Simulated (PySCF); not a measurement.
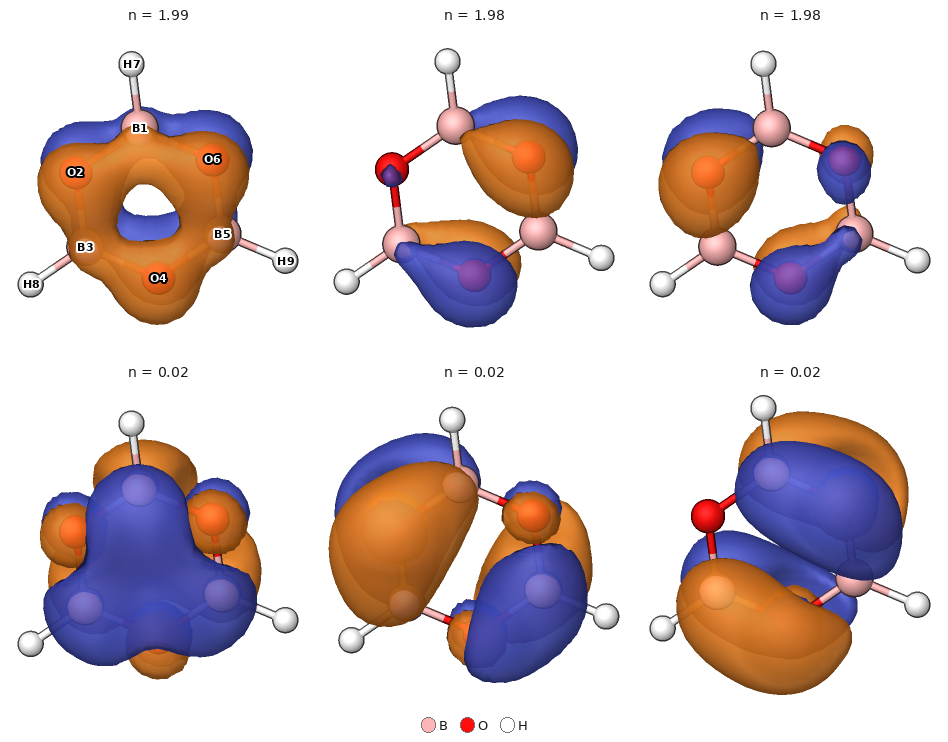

*B₃H₃O₃, SMILES `B1OBOBO1`. Natural orbitals of the π active space, CASSCF(6,6), singlet state, in order of falling occupation.*

Computed with PySCF, 6-311+G** basis, geometry: GFN2-xTB. No frequency check shows the geometry to be a minimum.

Cartesian coordinates (Å):

```
B1      -1.3129   -0.3587    0.0000
O2      -0.3454   -1.3146    0.0000
B3       0.9671   -0.9577    0.0000
O4       1.3112    0.3582    0.0000
B5       0.3458    1.3163    0.0000
O6      -0.9658    0.9565    0.0000
H7      -2.4414   -0.6670    0.0000
H8       1.7983   -1.7808    0.0000
H9       0.6430    2.4478    0.0000
```

**How multiconfigurational is the state?**

The leading determinant weighs 0.97; the effective number of unpaired electrons, Σ n²(2−n)², is 0.01; the most occupied of the weakly occupied orbitals holds 0.02 e, as in an ordinary closed-shell π system. The active space lowers the energy by 1.22 eV against Hartree–Fock.

**Where does the lowest triplet lie relative to the singlet, at this geometry and within this active space?**

9.41 eV above it by strongly contracted NEVPT2 (+8.96 eV by CASSCF); a small basis tends to put such gaps a few tenths of an eV too high. This is a vertical energy for π states alone; a state that uses lone pairs or σ orbitals may lie lower.

Run time: 7.1 min on 1 thread of Arm Neoverse V1, with other jobs on the host, peak memory 0.4 GiB.
